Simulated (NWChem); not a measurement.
# KI (Potassium Iodide): levels of theory compared

We compute a comparison of 3 runs (HF/STO-3G, HF/3-21G, B2PLYP/def2-TZVPPD) of KI (Potassium Iodide). 

The results are computed with NWChem 7.3.0.

1 further run of the same task is left out (set aside as unsound or not needed).

## 1. Starting point

KI has 2 atoms, charge 0, and is taken as a singlet. As SMILES, `[K][I]`. The bond length is the measured one.

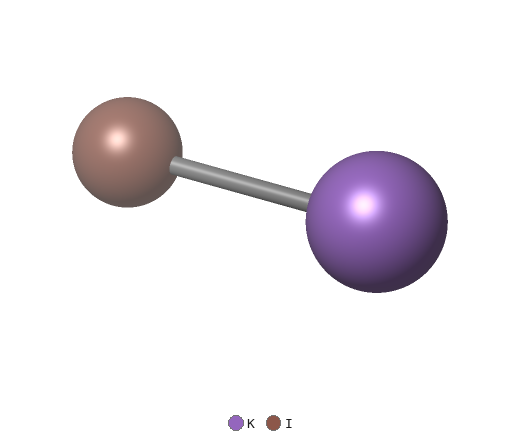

The structure, seen from a chosen angle (potassium purple, iodine brown).

## 2. Energy and forces at HF/STO-3G (run 1)

The input, calc.nw:

```
start calc
title "IK gradient"
memory 2200 mb

geometry units angstroms noautosym nocenter noautoz
  K        0.000000       0.000000       0.000000
  I        0.000000       0.000000       3.047844
end

basis spherical bse
  * library STO-3G
end

scf
  thresh 1e-08
  maxiter 80
  noprint "final vectors analysis"
end

task scf gradient
```

Launch:

```sh
$ nwchem calc.nw > calc.out
```

Log:

```text
[...]
  functions       =    40
[...]
  wavefunction    = RHF
[...]
         Total SCF energy =  -7443.857642413597
      One-electron energy = -10616.739612555948
      Two-electron energy =   2998.043136611928
 Nuclear repulsion energy =    174.838833530422
        Time for solution =      2.2s
[...]
                         RHF ENERGY GRADIENTS
    atom               coordinates                        gradient
                 x          y          z           x          y          z
   1 K       0.000000   0.000000   0.000000   -0.000000   0.000000  -0.004945
   2 I       0.000000   0.000000   5.759590    0.000000  -0.000000   0.004945
[...]
```

Wall time 4.5 s (1 thread of Intel Xeon Platinum 8559C (Emerald Rapids), shared host); peak memory 0.098 GiB.

## 3. Energy and gradient at HF/3-21G (run 2)

The input, ik.nw:

```
start ik
memory 2200 mb
geometry units angstrom noautosym nocenter noautoz
  K        0.000000       0.000000       0.000000
  I        0.000000       0.000000       3.047844
end
basis spherical bse
  * library 3-21G
end
scf
  singlet
  rhf
  thresh 1e-08
  maxiter 80
end
task scf gradient
```

Launch:

```sh
$ nwchem ik.nw > ik.out
```

Log:

```text
[...]
  functions       =    48
[...]
  wavefunction    = RHF
[...]
         Total SCF energy =  -7483.543722723826
      One-electron energy = -10652.993111461366
      Two-electron energy =   2994.610555207118
 Nuclear repulsion energy =    174.838833530422
        Time for solution =      2.6s
[...]
                         RHF ENERGY GRADIENTS
    atom               coordinates                        gradient
                 x          y          z           x          y          z
   1 K       0.000000   0.000000   0.000000   -0.000000   0.000000   0.018101
   2 I       0.000000   0.000000   5.759590    0.000000  -0.000000  -0.018101
[...]
```

It took 5.1 s on 1 thread of Intel Xeon Platinum 8559C (Emerald Rapids), shared host; peak memory 0.097 GiB.

## 4. The energy at B2PLYP/def2-TZVPPD (core potential) (run 3)

The input, ik.xyz:

```xyz
2

K      0.000000     0.000000     0.000000
I      0.000000     0.000000     3.047844
```

The input, ik.nw:

```
start ik
memory stack 880 mb heap 220 mb global 1100 mb
charge 0
geometry units angstrom noautosym nocenter noautoz
  load format xyz ik.xyz
end
basis spherical bse
  * library def2-TZVPPD
end
ecp bse
  I library def2-TZVPPD
end
dft
  xc hfexch 0.53 becke88 0.47 lyp 0.73 mp2 0.27
  dftmp2 semidirect
  mult 1
  grid fine
  convergence energy 1e-08
  iterations 100
  mulliken
  print medium
end
mp2
  freeze core 9
end
task dft
```

Launch:

```sh
$ nwchem ik.nw > ik.out
```

Log:

```text
[...]
          Wavefunction type:  closed shell.
          No. of atoms     :     2
          No. of electrons :    44
[...]
          Charge           :     0
          Spin multiplicity:     1
[...]
          AO basis - number of functions:    95
[...]
              XC Information
              --------------
                     Hartree-Fock (Exact) Exchange  0.530
                    Becke 1988 Exchange Functional  0.470
              Lee-Yang-Parr Correlation Functional  0.730
[...]
 d= 0,ls=0.0,diis     1   -897.1710926348 -9.80D+02  7.79D-03  1.45D-01     2.5
[...]
 d= 0,ls=0.0,diis     8   -897.1946433439 -5.22D-09  7.78D-07  3.26D-09    13.1
         Total DFT energy =     -897.194643343946
      One electron energy =    -1509.161656017613
           Coulomb energy =      584.755708211272
    Exchange-Corr. energy =      -55.259843429313
 Nuclear repulsion energy =       82.471147891709
[...]
      Total Density - Mulliken Population Analysis
     ---------------------------------------------
    Atom       Charge   Shell Charges
 -----------   ------   -------------------------------------------------------
    1 K   19    18.19   2.00  2.00  1.19  0.80  0.10 -0.02  5.99  4.60  1.40  0.06 -0.01  0.01  0.06  0.02
    2 I   25    25.81   0.19 -0.78  1.61  0.99  1.11  0.84  0.04 -0.49  6.44  1.40  2.82  1.57  0.05  9.19  0.79  0.03  0.00  0.00  0.00
[...]
  Basis functions       =     95
[...]
```

Wall time 17 s (1 thread of Intel Xeon Platinum 8559C (Emerald Rapids), shared host); peak memory 0.26 GiB.

## 5. The series

| run | level | task | iteration cap | energy (Eh) | dipole moment (D) | largest force (eV/Å) | wall time |
| --- | --- | --- | --- | --- | --- | --- | --- |
| 1 | HF/STO-3G | gradient | 80 | -7443.857642 | 10.14 | 0.254 | 4.5 s |
| 2 | HF/3-21G | gradient | 80 | -7483.543723 | 12.84 | 0.931 | 5.1 s |
| 3 | B2PLYP/def2-TZVPPD (core potential) | energy | 100 | -897.400655 | 11.19 | – | 17 s |

## 6. What came out

```
                                  quantity          value
                       run 3: total energy  -897.40065 Eh
           run 3: dipole moment (SCF part)        11.19 D
  run 3: HOMO energy (SCF part's orbitals)       -6.33 eV
  run 3: LUMO energy (SCF part's orbitals)       -1.13 eV
run 3: HOMO–LUMO gap (SCF part's orbitals)        5.20 eV
```

**Reading.** The dipole moment (its size) runs from 10.14 D (HF/STO-3G) to 12.84 D (HF/3-21G). Some runs of one species differ in core potentials or relativity; totals across that change don't compare. In run 1 the basis is minimal, so the values are rough. In runs 1, 2 relativity is left out where basis or elements ask for it. All runs together took 27 s, the longest 17 s.
